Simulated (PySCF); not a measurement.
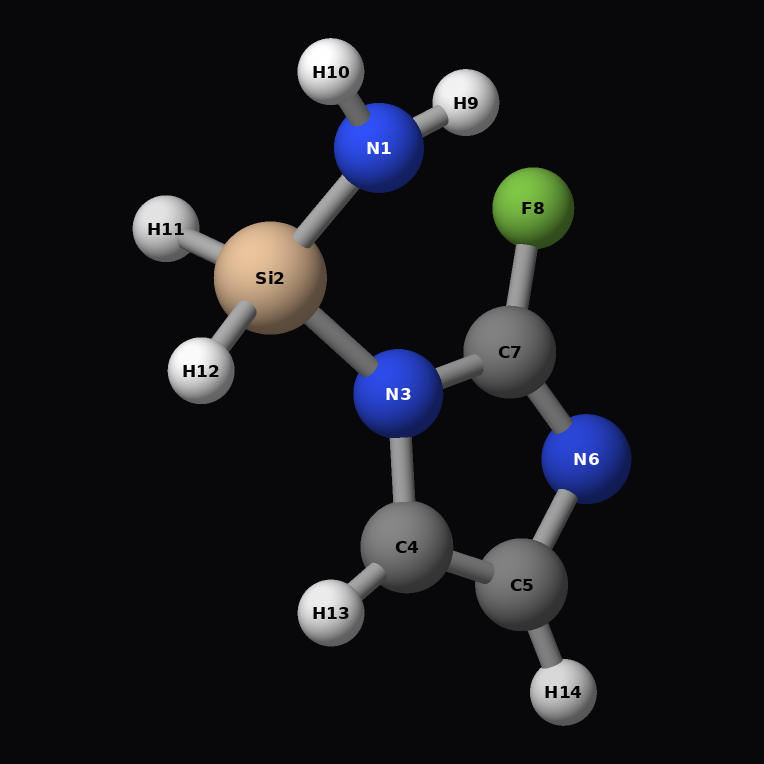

The computed structure is the end point of a GFN2-xTB optimisation. No frequency run is at hand to confirm it as a minimum. Electric field gradients from the ground-state density, PBE0/pcSseg-1 (PySCF 2.14.0), non-relativistic apart from any core potentials.

Give the largest field-gradient component, the quadrupole coupling constant and the asymmetry for 14N at N1 (Q = 20.44 mb), 14N at N3 (Q = 20.44 mb), 14N at N6 (Q = 20.44 mb).

| atom | V_zz (a.u.) | e²qQ/h (MHz) | η |
| --- | --- | --- | --- |
| N1 | −0.937 | −4.50 | 0.27 |
| N3 | −0.470 | −2.26 | 0.77 |
| N6 | −0.872 | −4.19 | 0.10 |

The geometry is semi-empirical. Around Si such bond lengths and angles can be off by a tenth of an ångström or more and by several degrees, and values that hang on the shape move with them.
